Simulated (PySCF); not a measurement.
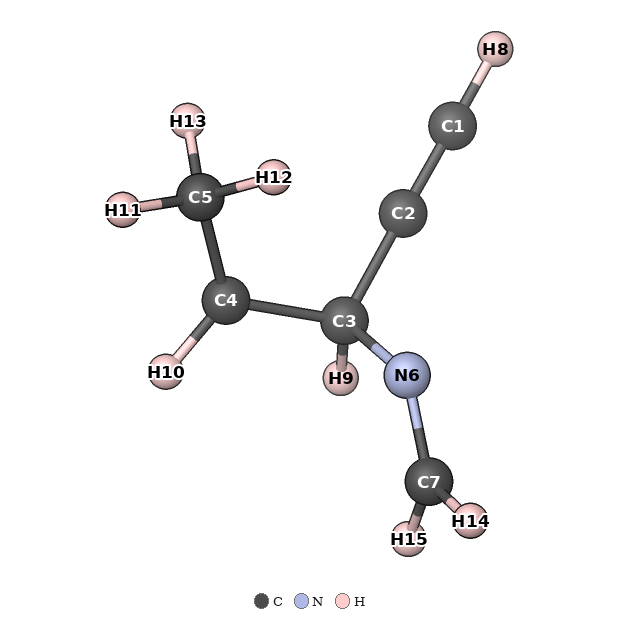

Charge 0, doublet. The computed structure is the end point of a GFN2-xTB optimisation. No frequency run is at hand to confirm it as a minimum. Level of theory: UKS B3LYP, pcH-1 on C H N, non-relativistic (PySCF 2.14.0). Fermi-contact and spin-dipolar terms alone, no spin-orbit part.

Which nucleus has the largest dipolar (anisotropic) hyperfine coupling?

13C at C4: principal values −80.9, −80.2, 161.1 MHz.

List the isotropic and dipolar parts for the most strongly coupled nuclei, one of each equivalent set.

```tsv
atom	isotope	a_iso (MHz)	dipolar part (MHz)
C4	13C	99.0	−80.9, −80.2, 161.1
H10	1H	−61.6	−38.4, −0.6, 39.0
C7	13C	4.3	−5.9, −4.4, 10.3
H9	1H	22.7	−5.9, −3.8, 9.7
H13	1H	138.0	−5.7, −4.0, 9.6
H11	1H	10.0	−4.7, −3.7, 8.5
H12	1H	89.6	−5.0, −3.4, 8.4
N6	14N	22.5	−4.2, −1.1, 5.3
```
